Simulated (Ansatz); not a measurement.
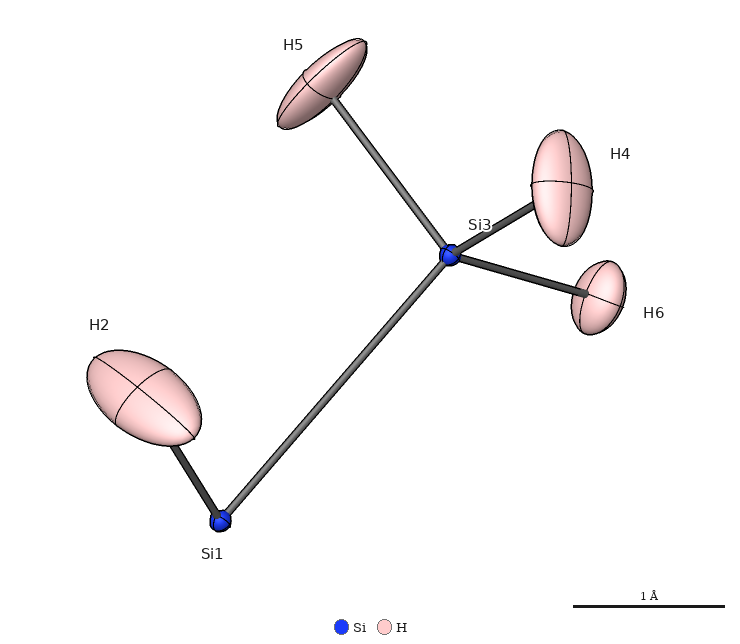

Displacement ellipsoids at the 50 % level, from the internal vibrations of the free molecule (harmonic, no overall translation or rotation; no half-axis is drawn under 0.075 Å). Vibrations computed with RKS PBE0-D4/def2-TZVP (Ansatz 0.2.0). Temperature: 0 K (zero-point motion alone).

Question. Which atom moves most?

Answer. H2, with U_eq = 0.0515 Å².

Question. Does H2 move more along its bond or across it?

Answer. Across it: the root-mean-square amplitude is 0.089 Å along the bond and up to 0.344 Å across, since bending and torsion are softer than stretching.

Give the displacement parameters, one line for each set of equivalent atoms.

```
atom  U_eq (Å²)   rms amplitudes (Å)
 Si1    0.00041  0.006, 0.019, 0.029
  H2     0.0515  0.089, 0.169, 0.344
 Si3    0.00040  0.011, 0.019, 0.027
  H4     0.0320  0.086, 0.145, 0.260
  H5     0.0341  0.087, 0.147, 0.271
  H6     0.0176  0.086, 0.135, 0.165
```
